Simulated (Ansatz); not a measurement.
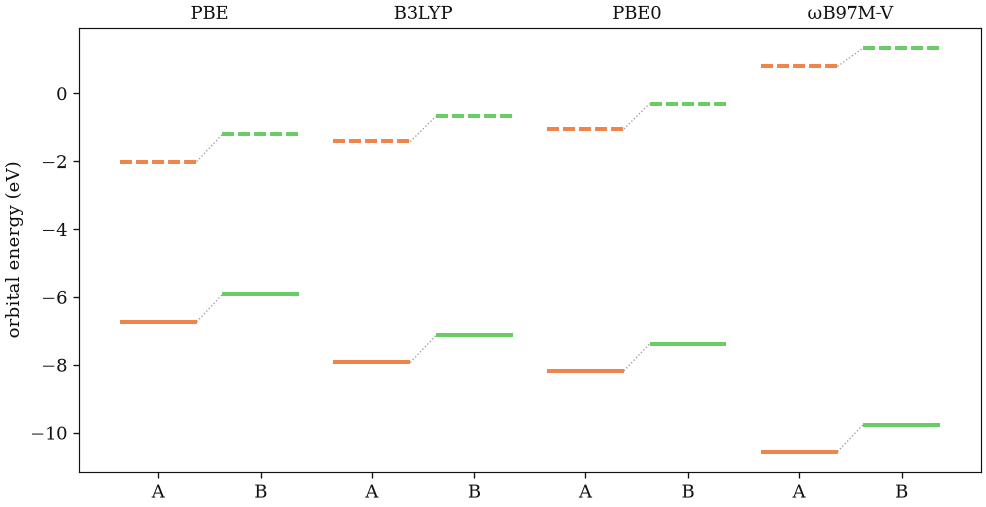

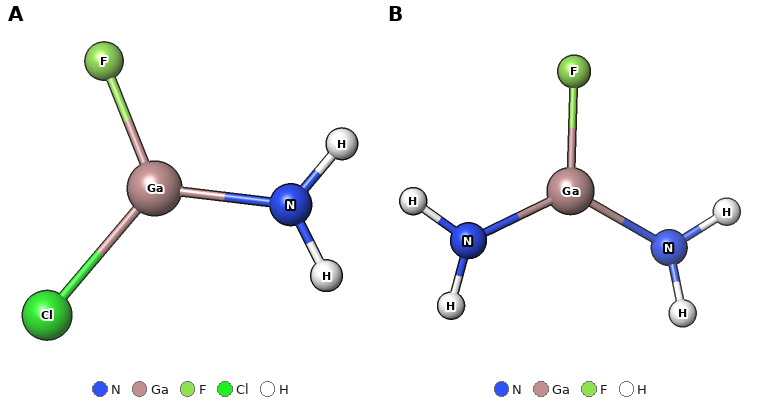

One change: A, GaNH₂ClF (SMILES [NH2][Ga]([F])[Cl]), becomes B, GaN₂H₄F (SMILES [NH2][Ga]([NH2])[F]). Cl on Ga is replaced by NH₂. HOMO (solid) and LUMO (dashed) computed in def2-TZVPP at PBE0-D4/def2-TZVP geometries, both minima by their frequencies, gas phase, the Ansatz code 0.2.0. Empty levels above zero depend strongly on the basis.

> What does the change do to HOMO and LUMO?

PBE: the HOMO rises by 0.81 eV, the LUMO rises by 0.80 eV, and the separation goes from 4.72 to 4.72 eV. B3LYP: the HOMO rises by 0.80 eV, the LUMO rises by 0.74 eV, and the separation goes from 6.51 to 6.46 eV. PBE0: the HOMO rises by 0.80 eV, the LUMO rises by 0.75 eV, and the separation goes from 7.13 to 7.08 eV. ωB97M-V: the HOMO rises by 0.80 eV, the LUMO rises by 0.54 eV, and the separation goes from 11.36 to 11.10 eV.

> Do the functionals agree on the effect?

They agree on the direction for both levels; the HOMO shift lies between 0.80 and 0.81 eV and the LUMO shift between 0.54 and 0.80 eV, while the separations themselves differ by up to 6.6 eV between functionals.
